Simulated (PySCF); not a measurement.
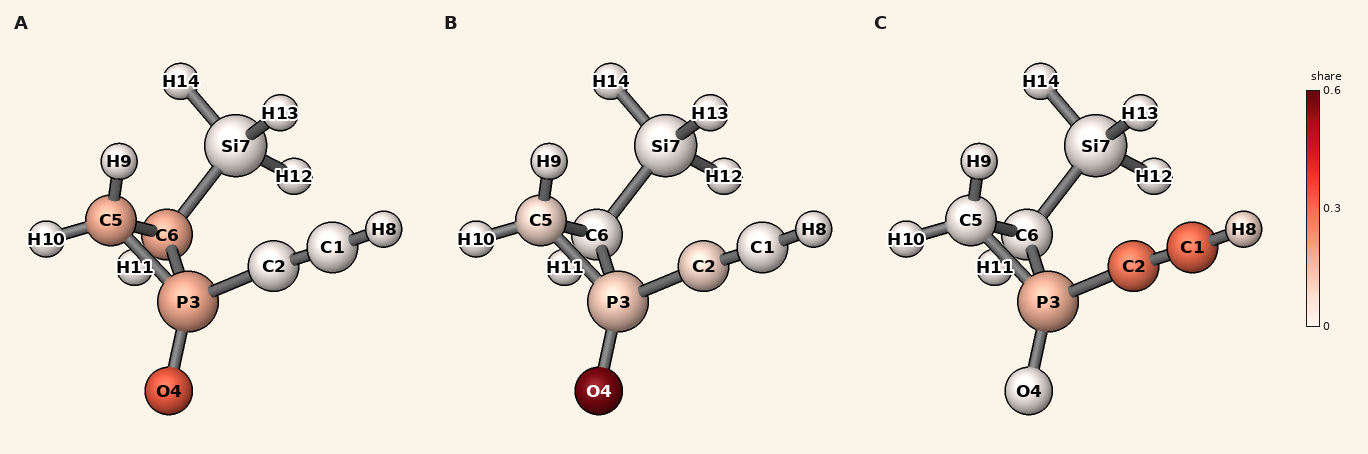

Each panel colours the atoms by their Löwdin share in one orbital (up to four of the largest shares; other atoms are shown as zero). The computed structure is the end point of a GFN2-xTB optimisation. No frequency run is at hand to confirm it as a minimum. Computed with CAM-B3LYP/def2-SVPD (PySCF 2.14.0).

The panels show the HOMO−1, HOMO, LUMO, in some order. Which is which?

Answer. A: HOMO, −8.62 eV; O4 0.32, P3 0.17, C6 0.17, C5 0.17
B: HOMO−1, −9.83 eV; O4 0.57, P3 0.10, C2 0.08, C5 0.07
C: LUMO, 0.32 eV; C1 0.29, C2 0.27, P3 0.15, H8 0.07

The geometry is semi-empirical. Around P, Si such bond lengths and angles can be off by a tenth of an ångström or more and by several degrees, and values that hang on the shape move with them.
